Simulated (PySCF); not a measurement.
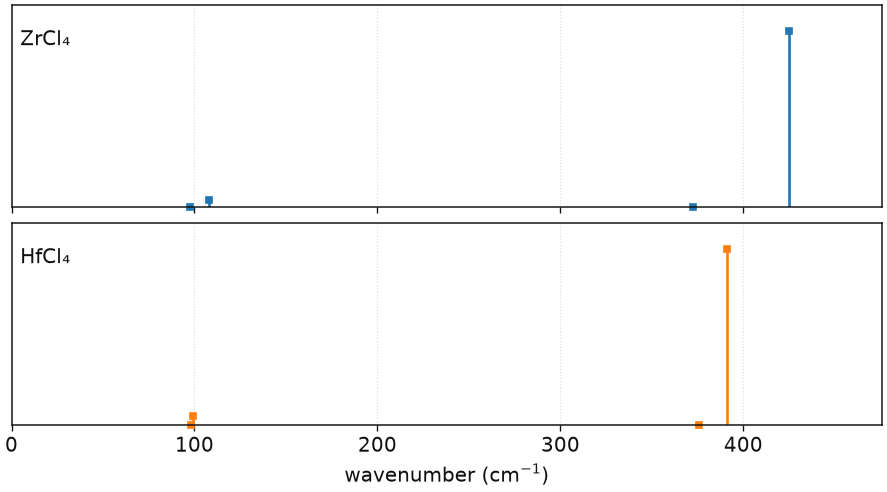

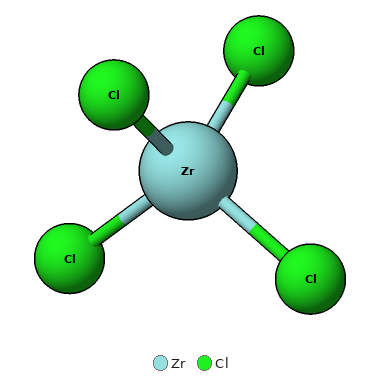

Harmonic infrared lines of ZrCl₄ and HfCl₄, all Td singlets, each the lowest point that its search found (ZrCl₄ is drawn); the central atom changes down one group of the periodic table. B3LYP/def2-SVP (core potentials past Kr), PySCF, unscaled, no spin-orbit coupling; each panel is scaled to its strongest line, degenerate modes are one line with their intensities summed, and dots on the axis are modes too weak to show or inactive.

> How do the bond length and the stretches change along the series?

Mean bond length: ZrCl₄ 2.339, HfCl₄ 2.342 Å, nearly unchanged. Highest t2 mode: ZrCl₄ 425, HfCl₄ 391 cm⁻¹, falling down the group.

Caveats, for all or some of the runs: closed-shell stability not tested; double-zeta basis on some or all atoms; spin-orbit coupling is left out, and with Hf it can shift these values.
